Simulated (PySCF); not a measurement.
## Electronic structure of C2H9N2Si2 (SMILES [H]/[C]=C\[SiH2]N[SiH2]N) (doublet) in real space

```xyz
15

C     2.9587   -1.4156   -0.9604
C     2.5414   -0.8666    0.1253
Si    1.3506    0.6459    0.2348
N    -0.2388   -0.0141    0.1265
Si   -1.7524    0.8034    0.3462
N    -2.9260   -0.4444    0.1531
H     2.8265   -1.2236   -2.0038
H     2.8339   -1.2511    1.0942
H     1.4979    1.2875    1.5420
H     1.6514    1.5897   -0.8486
H    -0.3117   -0.8763   -0.3907
H    -2.0507    1.7789   -0.7043
H    -1.6710    1.4574    1.6576
H    -2.8182   -1.2872    0.6955
H    -3.8959   -0.1761    0.1410
```

Geometry: GFN2-xTB.

Method: UKS B3LYP, pcH-1 on C H N Si, non-relativistic, mean-field spin-orbit, GIAO (PySCF).

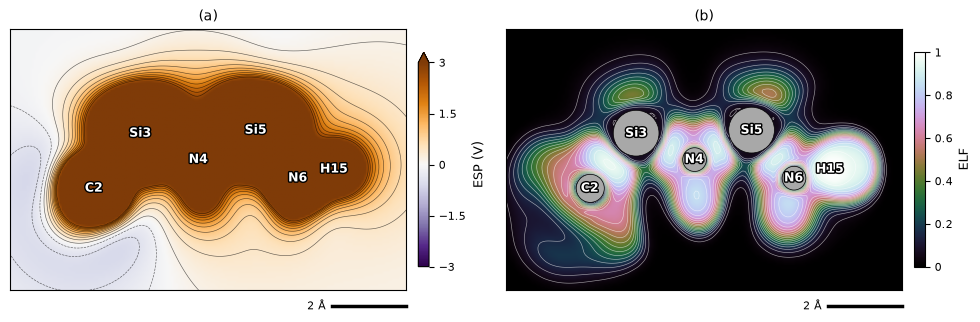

Figure 1. (a) electrostatic potential; (b) electron localisation function on the plane of atoms C2, Si3 and N4. Grey discs cover the atomic cores in the ELF map.

What does the map show?

- The section cuts through C, Si, N and H sites.
- Si–N (1.72 Å): the ELF peaks at about 0.90 between the atoms, as expected for a shared but strongly polarised pair.
- C–Si (1.93 Å): the ELF peaks at about 0.95 between the atoms; localised, covalent bonding.
- N–H (1.01 Å): the ELF climbs to about 1 towards the hydrogen, as it does in any bond to H (a covalent bond by its length).
- Outside the dense part of the molecule the potential is most negative (−0.6 V) near C2.

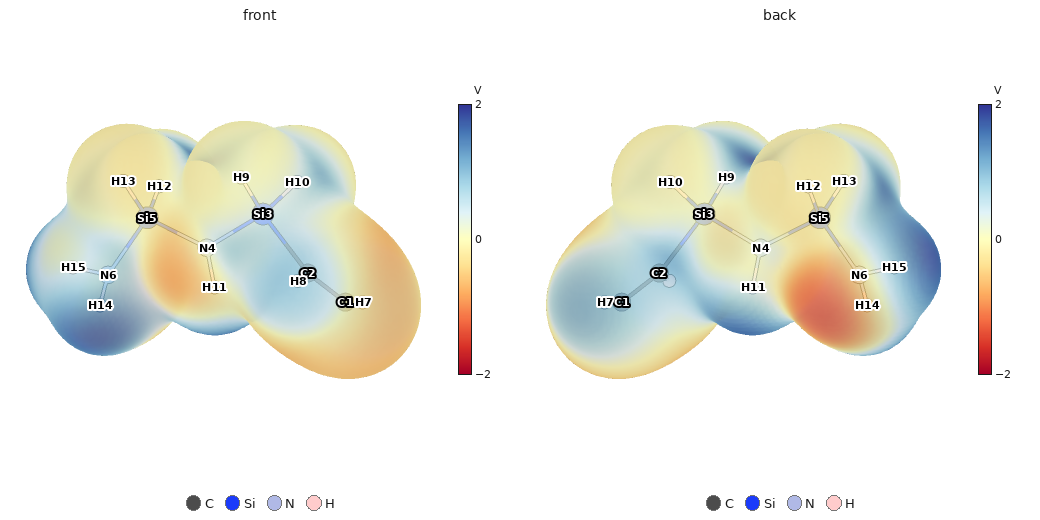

Figure 2. The electrostatic potential painted on the density surface at 0.002 e/bohr³, seen from the front and from behind; the colour scale runs from red (negative) to blue (positive).

Which sites attract a positive test charge, and which a negative one?

A positive charge is drawn to the negative regions and a negative charge to the positive ones. The most negative region (about −1.3 V) lies over N6, the most positive (about +1.8 V) over Si3, Si5, H14 and H15. N6 is the likeliest acceptor of a hydrogen bond.
